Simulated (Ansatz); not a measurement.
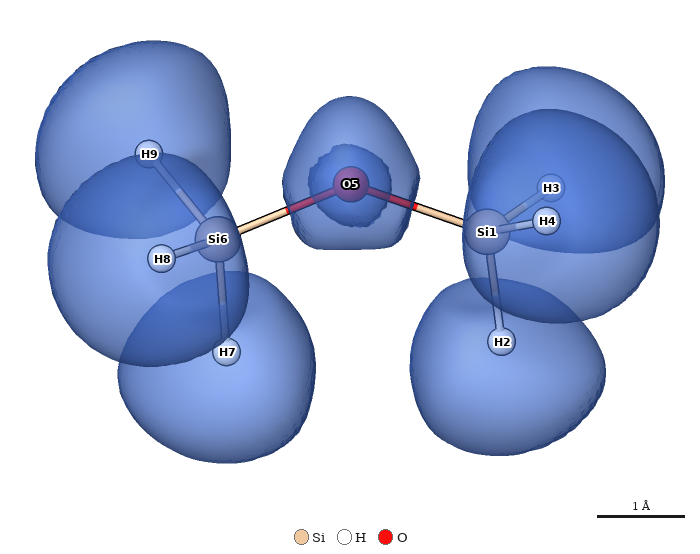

Figure 1: H6OSi2. Isosurface of the electron localisation function at 0.75 (blue), seen from one side. Only the valence region is drawn (cores and ρ < 0.01 e/Å³ removed).

Not at a stationary point (largest force 1.8 eV/Å).

All numbers below come from RKS PBE0-D4/cc-pVDZ (Ansatz).

```xyz
9

Si    0.1579    0.0467    0.1040
H     0.5092    0.1180    1.5143
H     1.5925   -0.1345   -0.0527
H    -0.4057    1.2878   -0.4954
O    -0.7753   -1.2693   -0.3397
Si   -1.6623   -2.4601    0.4514
H    -1.3245   -2.4584    1.9111
H    -3.1234   -2.1826    0.2736
H    -1.3245   -3.7829   -0.1592
```

Where are the electrons localised?

The ELF exceeds this value in six regions around hydrogen nuclei and one region wrapped around O (its lone pairs, merged into a ring or cap). Along the contacts the grid gives the following. Si–O (1.67 Å): the ELF peaks at about 0.85 between the atoms: a shared but strongly polarised pair. Si–H (1.45 Å): the ELF climbs to about 1 towards the hydrogen, as it does in any bond to H.
